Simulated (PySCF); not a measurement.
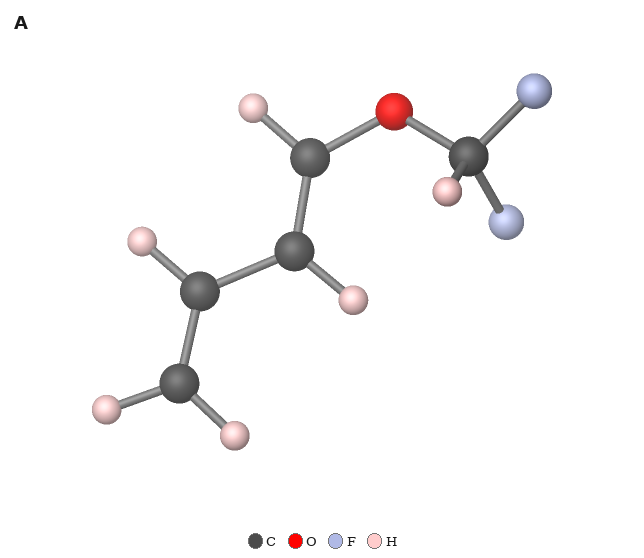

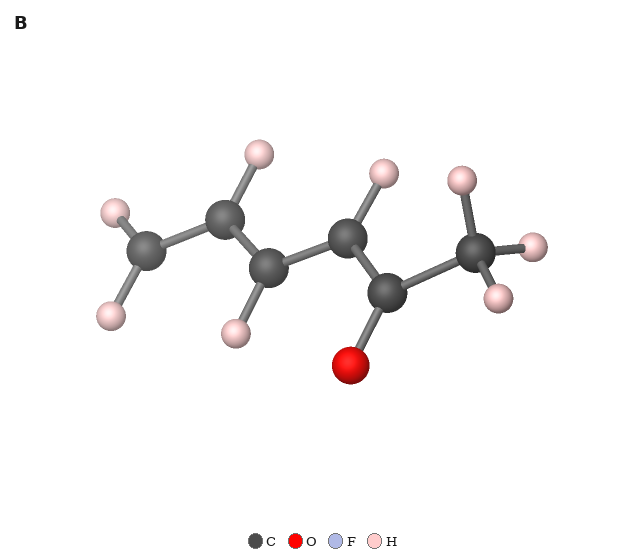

Two related species, optimised with PBE0-D3(BJ)/def2-SVP; properties computed with PySCF 2.14.0. Both: charge 0, singlet.

**Identify both.**

A is C5H6F2O (C=C/C=C/OC(F)F), B is C6H8O (C=C/C=C/C(C)=O).

Compare them. With CAM-B3LYP/def2-SVPD: dipole moment (D), HOMO–LUMO gap (eV), HOMO energy (Kohn–Sham orbital) (eV), lowest vertical singlet excitation (eV), mean static polarisability (bohr³). With PBE0-D3(BJ)/def2-SVP: mean O–C length (Å).

```json
{"quantity": "dipole moment (D)", "A": "2.19", "B": "3.11"}
{"quantity": "HOMO–LUMO gap (eV)", "A": "8.12", "B": "7.35"}
{"quantity": "HOMO energy (Kohn–Sham orbital) (eV)", "A": "−7.96", "B": "−8.38"}
{"quantity": "lowest vertical singlet excitation (eV)", "A": "5.73", "B": "3.76"}
{"quantity": "mean static polarisability (bohr³)", "A": "73.8", "B": "86.5"}
{"quantity": "mean O–C length (Å)", "A": "1.360", "B": "1.213"}
```

Each is one conformer, and no frequency run is at hand to confirm it as a minimum.
